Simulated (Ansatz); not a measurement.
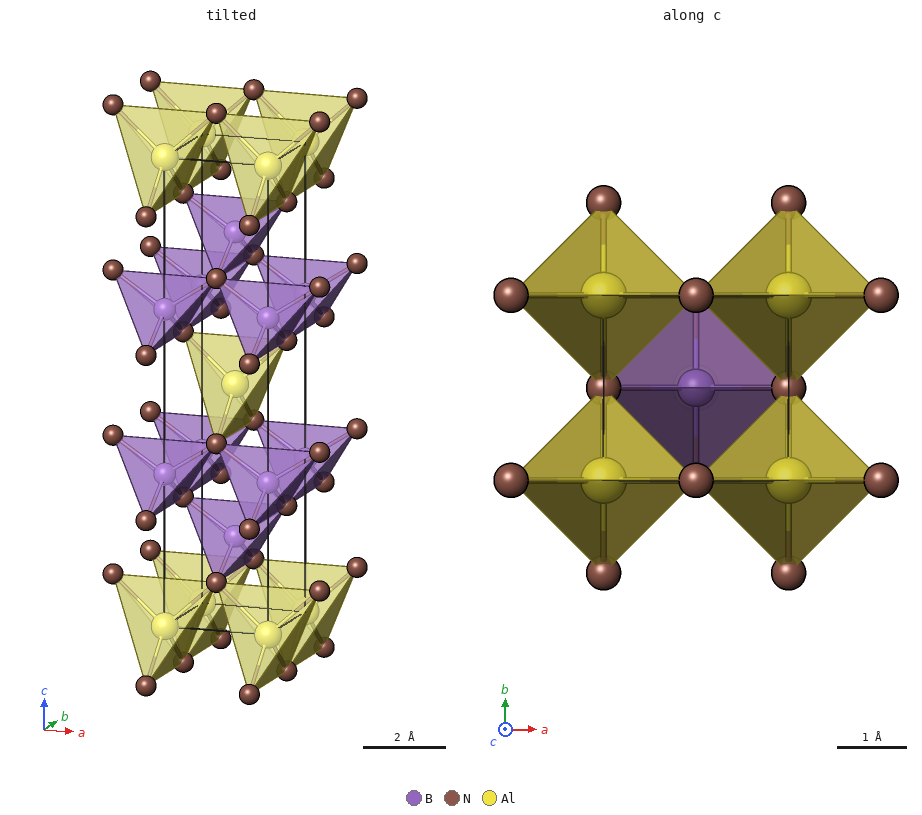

We look at a polyhedral model of the crystal slightly off an axis and along the c axis. The wireframe shows the conventional unit cell. A few atoms beyond the faces are included.

AlB₂N₃, space group I-4m2 (No. 119), a = 2.711 Å, b = 2.711 Å, c = 11.889 Å, α = 90.00°, β = 90.00°, γ = 90.00°. The model was built from a structure type filled with these elements by a generator (whether the compound takes this form wasn't checked). Earlier steps of the study may have refined or changed the cell and positions. It was run through Ansatz as a DFT input.

This one geometry was computed with Ansatz (DFT, plane waves, PAW) at four levels of theory: r2SCAN, HSE06, PBE0 and PBE. It was relaxed beforehand with r2SCAN.

> Which level gives the highest pressure at this volume, and what does that say about its equilibrium volume?

Highest: PBE (4.7 GPa), which points to the largest equilibrium volume. Lowest, with the smallest volume: HSE06 (-2.9 GPa) and PBE0 (-2.9 GPa). Levels within 0.5 GPa of each other can't be told apart.

> How does the band gap change with the level of theory?

PBE: a gap of 3.26 eV, indirect; r2SCAN: a gap of 3.83 eV, indirect; HSE06: a gap of 4.55 eV, indirect; PBE0: a gap of 5.31 eV, indirect.

> Collect the results in a table.

| level | cutoff (eV) | k-mesh of the run's cell | gap (eV) | pressure (GPa) |
| --- | --- | --- | --- | --- |
| r2SCAN | 500 | 12×12×12 | 3.83 | 0.0 |
| HSE06 | 420 | 8×8×8 | 4.55 | -2.9 |
| PBE0 | 420 | 8×8×8 | 5.31 | -2.9 |
| PBE | 420 | 12×12×12 | 3.26 | 4.7 |

Gaps are taken on the k-mesh or band path of each run.
